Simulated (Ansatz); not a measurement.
**Fields on a plane of ZnSe (zinc blende)**

```yaml
crystal:
  lattice:
    - [0.00000, 2.81676, 2.81676]
    - [2.81676, 0.00000, 2.81676]
    - [2.81676, 2.81676, 0.00000]
  atoms:
    - { symbol: Se, position: [0.75000, 0.75000, 0.75000] }
    - { symbol: Zn, position: [0.00000, 0.00000, 0.00000] }
```

The slice is a {111} plane (indices of the conventional cell) through the point (0.000, 0.000, 0.000) (fractional), spanned by u = [100] and v = [-1 2 0] in vectors of this cell: u (3.98 Å) and v (6.90 Å, at 90° to u). It covers one period; positions are fractions (u, v).

Atoms on it: Zn at (0.00, 0.00); Zn at (0.50, 0.50). Other atoms lie within 1 Å of the plane.

The numbers are results of PBEsol (plane waves to 420 eV, PAW, scalar-relativistic; Ansatz, a quantum-chemistry and plane-wave program), not measurements. k mesh 10×10×10. These are valence fields of a PAW run, semicore shells included where kept as valence: close to a nucleus they are smooth pseudo fields. ZnSe was relaxed with its symmetry unable to fall.

```
|xxxxxxxx  ==++======++==  xxxxxx|
|xxxxxxxx::--::      ::--::xxxxxx|
|xxxxxx  --::  xxxxxx  ::--  xxxx|
|xx  --====  xxxxxxxxxx  ====::  |
|++++****++  xxxxxxxxxx  ++****++|
|%%%%%%##**::  xxxxxx  ::**##%%%%|
|@@@@@@%%##++..  xx  ..++##%%@@@@|
|@@@@@@@@%%**==::..::==**%%@@@@@@|
|@@@@@@@@%%**++------++**%%@@@@@@|
|@@@@@@%%##++::  xx  ::++##%%@@@@|
|@@@@@@##++..xxxxxxxxxx..++##@@@@|
|@@@@%%**--xxxxxxxxxxxxxx--**%%@@|
|%%%%##++  xxxxxxxxxxxxxx  ++##%%|
|######==xxxxxxxxxxxxxxxxxx==####|
|====++==  xxxxxxxxxxxxxx  ==++==|
|    ::--::xxxxxxxxxxxxxx::--::  |
|xxxx  ::--  xxxxxxxxxx  --::  xx|
|xxxxxx  ====::  xx  --====  xxxx|
|xxxxxx  ++****++++++****++  xxxx|
|xxxx  ::**##%%%%%%%%%%##**::  xx|
|xx  ..++##%%@@@@@@@@@@%%##++..  |
|..::==**%%@@@@@@@@@@@@@@%%**==::|
|----++**%%@@@@@@@@@@@@@@%%**++--|
|xx  ::++##%%@@@@@@@@@@%%##++::  |
|xxxxxx..++##@@@@@@@@@@##++..xxxx|
|xxxxxxxx--**%%@@@@@@%%**--xxxxxx|
|xxxxxxxx  ++##%%%%%%##++  xxxxxx|
|xxxxxxxxxx==##########==xxxxxxxx|
```
Scale: ten equal steps from -2.00 (start of ' ') to 6.35 (end of '@'), in the order ' .:-=+*#%@'. Values: electrostatic potential energy of an electron, from the cell's mean, in eV. The map has 16 points along u (two characters each, u = 0 at the left) and 28 along v (v = 0 in the bottom row). Points within 1 Å of a nucleus are blanked (x), as the pseudised field means little there. Values under -2 eV are set to -2. The zero, the cell's mean, hangs on the PAW cores.

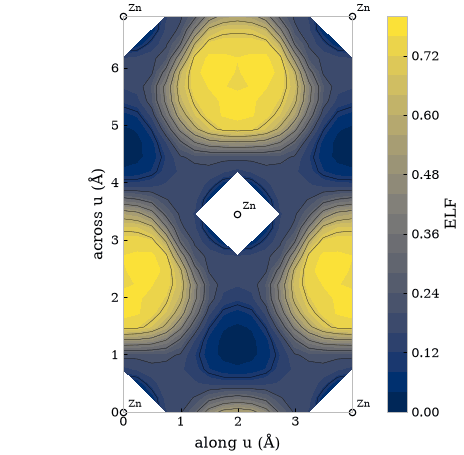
Figure: Electron localisation function (ELF), one period of the plane, atoms marked. Points within 0.5 Å of a nucleus are left white, as the pseudised field means little there.
